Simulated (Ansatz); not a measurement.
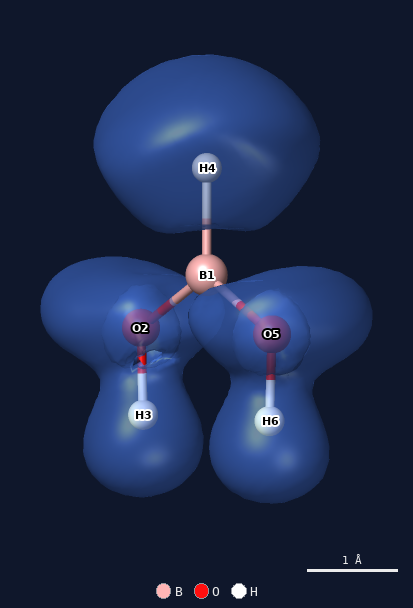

The picture shows: BH3O2. Isosurface of the ELF at 0.75 (blue), seen at an oblique angle. Only the valence region is drawn (cores and ρ < 0.01 e/Å³ removed).

Level of theory: RKS B3LYP-D4/6-31G* in Ansatz.

Input

```
crystal:
  periodic: [false, false, false]
  atoms:
    - { symbol: B, position_ang: [0.336653, -0.061887, 0.001898] }
    - { symbol: O, position_ang: [0.480087, -0.123798, 1.380254] }
    - { symbol: H, position_ang: [-0.333397, -0.349452, 1.856711] }
    - { symbol: H, position_ang: [1.301479, 0.21847, -0.639666] }
    - { symbol: O, position_ang: [-0.823257, -0.290225, -0.68087] }
    - { symbol: H, position_ang: [-1.585465, -0.521208, -0.128227] }
basis:
  gaussian: { orbitals: "6-31G*" }
hamiltonian:
  xc: b3lyp
  dispersion: d4
relax:
  f_tol: 0.03
  max_steps: 50
output:
  orbitals: {}
```

Launched as:

```sh
ansatz run input.yaml --threads 1 --pin off --max-ram 2048MiB --backend cpu --events-out ev --progress --plain --runs-dir out
```

The fields are those of the run's last geometry, not of the input's.

### What do the ELF domains correspond to?

At this value the surface marks out one region around a hydrogen nucleus and two joined regions spread over several atoms (H, O), in which their bonds and any lone pairs are merged. Profiles from the grid: B–O (1.37 Å): the ELF peaks at about 0.90 between the atoms: a short, strongly polar bond. O–H (0.97 Å): the ELF climbs to about 1 towards the hydrogen, as it does in any bond to H: a covalent bond by its length.
